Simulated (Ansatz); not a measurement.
# Calculations on WHClF6

**1. Relaxation**

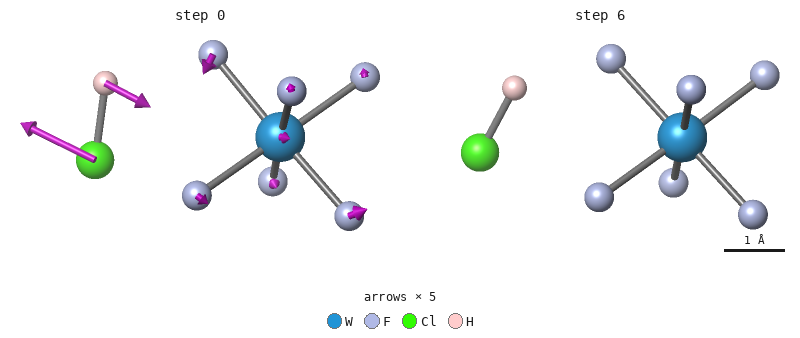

The structure of WHClF6 before (left) and after (right) a relaxation, at one scale. The purple arrows give the displacements, magnified 5 times.

The picture is a ball-and-stick view, seen at a tilt.

The run prepares an end point of a later path (reaction) calculation, from a guessed geometry.

Computed with Ansatz, RKS LDA/def2-SVP. Set-up: no spin polarisation; force threshold 0.03 eV/Å; at most 50 steps.

> Describe what moved and what it gained.

The largest move after the best rigid fit is that of the Cl atom, 0.30 Å. By element the largest moves are Cl 0.30 Å, H 0.18 Å, F 0.08 Å, W 0.04 Å. Among the contacts that change: Cl–W 3.599 → 3.898 Å, Cl–H 1.336 → 1.305 Å, F–W 1.851 → 1.859 Å. After 6 geometry steps the energy has fallen by 0.054 eV. Largest force component: 0.76 eV/Å at the start, 0.0064 eV/Å at the end.

**2. Relaxation**

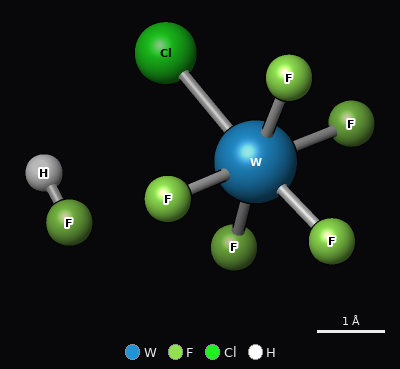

WHClF$_{6}$, before the relaxation. A ball-and-stick model, seen from a free direction.

The run prepares an end point of a later path (reaction) calculation, from a guessed geometry.

The calculation used RKS LDA/def2-SVP in Ansatz 0.2.0.

Input file:
```yaml
crystal:
  periodic: [false, false, false]
  atoms:
    - { symbol: W, position_ang: [0.331445, 0.341472, -0.338482] }
    - { symbol: F, position_ang: [-0.261656, -0.273644, 2.595369] }
    - { symbol: F, position_ang: [1.883303, 0.105863, -1.306424] }
    - { symbol: F, position_ang: [0.068219, 1.88628, -1.311279] }
    - { symbol: F, position_ang: [-1.288565, 0.637237, 0.473778] }
    - { symbol: F, position_ang: [0.648797, -1.276495, 0.468806] }
    - { symbol: F, position_ang: [-0.565682, -0.5688, -1.668442] }
    - { symbol: Cl, position_ang: [1.550159, 1.585149, 1.247759] }
    - { symbol: H, position_ang: [0.275981, 0.315237, 3.076715] }
basis:
  gaussian: { orbitals: def2-SVP }
hamiltonian:
  xc: lda
relax:
  f_tol: 0.03
  max_steps: 50
```

Command:
```bash
ansatz run input.yaml --threads 4 --pin off --max-ram 5120MiB --backend cpu --events-out ev --progress --plain --runs-dir out
```

### Predict the outcome.

The atom that moves furthest after the best rigid fit is H9 (0.26 Å). By element the largest moves are H 0.26 Å, F 0.24 Å, Cl 0.14 Å, W 0.03 Å. Some distances before and after: W1–F2 3.056 → 3.315 Å, W1–Cl8 2.355 → 2.295 Å, F2–H9 0.931 → 0.941 Å. Bond angles that change, for instance: F7–W1–Cl8 176.2° → 179.7°, F6–W1–Cl8 94.6° → 91.4°, F5–W1–Cl8 94.2° → 91.3°. The energy falls by 0.088 eV in 5 geometry steps. The largest force component goes from 0.63 to 0.016 eV/Å.

Step by step:

```json
{"step": "0", "E − E(0), eV": "0.0000", "largest force component, eV/Å": "0.6259"}
{"step": "1", "E − E(0), eV": "-0.0288", "largest force component, eV/Å": "1.2936"}
{"step": "2", "E − E(0), eV": "-0.0776", "largest force component, eV/Å": "0.4585"}
{"step": "3", "E − E(0), eV": "-0.0824", "largest force component, eV/Å": "0.2789"}
{"step": "4", "E − E(0), eV": "-0.0873", "largest force component, eV/Å": "0.0510"}
{"step": "5", "E − E(0), eV": "-0.0877", "largest force component, eV/Å": "0.0164"}
```

The structure at the end:

```xyz
9

W     0.3360    0.3474   -0.3625
F    -0.3032   -0.3026    2.8249
F     1.9065    0.1270   -1.3035
F     0.0888    1.9124   -1.3059
F    -1.2711    0.6242    0.4792
F     0.6392   -1.2549    0.4793
F    -0.5601   -0.5651   -1.6901
Cl    1.4560    1.4898    1.2835
H     0.3500    0.3743    2.8328
```

After the run, drawn alike:

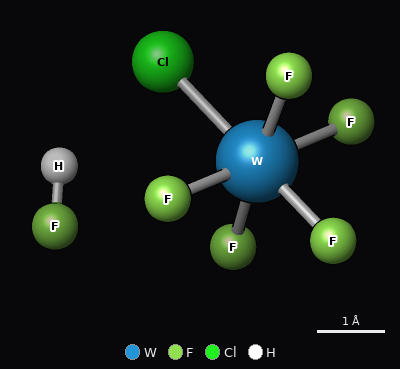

Limits of the set-up: the start holds two separate molecules, 2.5 Å apart at their closest, whose relative position is a soft coordinate and is computed without a dispersion correction.

**3. Path**

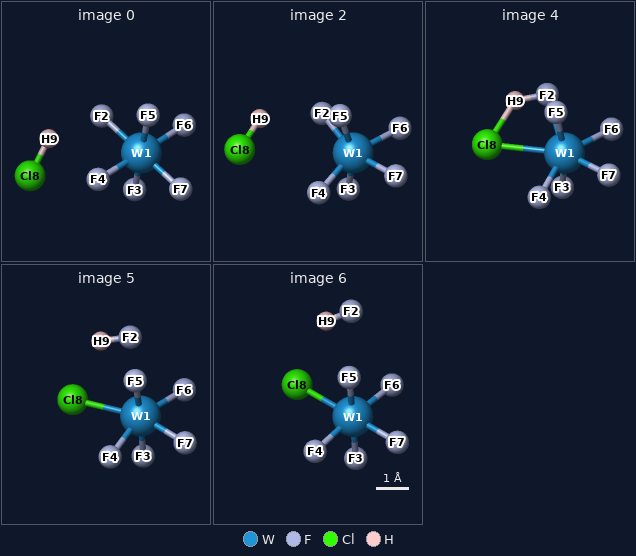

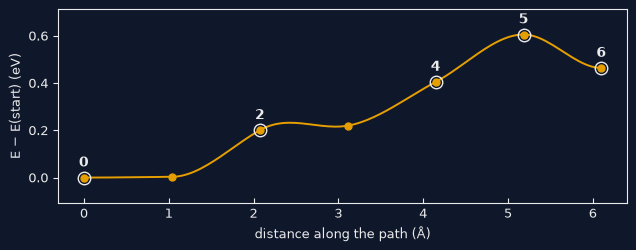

NEB run on WHClF$_{6}$. Images are numbered from 0 (start) to 6 (end). A ball-and-stick model, seen at a tilt.

Level of theory: RKS LDA/def2-SVP (Ansatz 0.2.0). Set-up: 5 movable images; climbing image; force threshold 0.05 eV/Å; iteration limit 60; starting path through a guess of the saddle point.

What happens along the path, and what is the barrier?

Answer. The highest point, image 5, lies 0.61 eV above the start and 0.14 eV above the end; the end is at +0.46 eV relative to the start. Breaking: Cl8–H9 (1.30 → 2.03 at the top → 2.21 Å), W1–F2 (1.86 → 2.56 at the top → 3.32 Å). Forming: F2–H9 (1.94 → 0.96 at the top → 0.94 Å), W1–Cl8 (3.90 → 2.35 at the top → 2.30 Å). The band converged in 46 iterations, with a climbing image at the top. At the top, the vibrational analysis gives one imaginary mode (91i cm⁻¹), as a transition state must have.
